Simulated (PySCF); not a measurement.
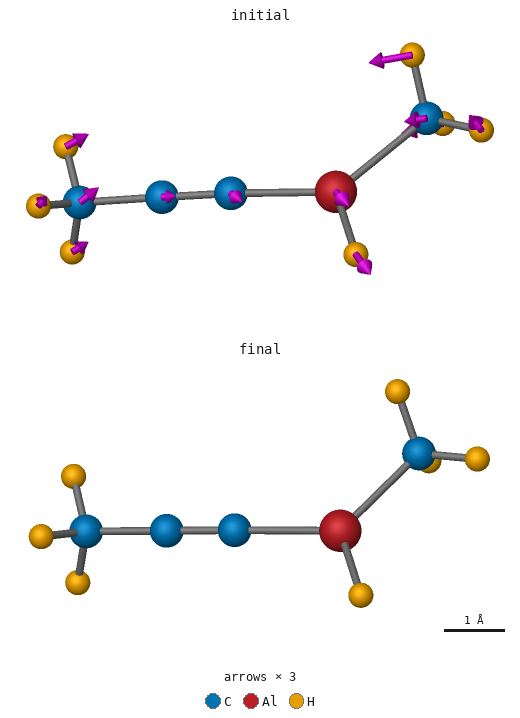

The structure of C4H7Al before (top) and after (bottom) a relaxation, at one scale. The purple arrows give the displacements, 3 times their true length.

Style: ball-and-stick. Shown from a free direction.

The start comes from GFN2-xTB. Its atoms were then displaced at random by about 0.01 Å.

The calculation used PBE0-D3(BJ)/def2-SVP geometry optimisation, gas phase in PySCF. 

Q: Describe what moved and what it gained.

A: After 5 geometry steps the energy has fallen by 0.145 eV. The atom that moves furthest after the best rigid fit is an H atom (0.25 Å). By element the largest moves are H 0.25 Å, Al 0.15 Å, C 0.14 Å. Among the contacts that change: Al–C 2.014 → 1.953 Å, Al–H 1.540 → 1.589 Å, C–H 1.065 → 1.102 Å, Al–C 1.886 → 1.909 Å. Among the angles between lasting bonds that change: C–Al–C 128.1° → 119.6°, C–Al–H 115.2° → 122.4°, H–C–H 111.2° → 107.5°.
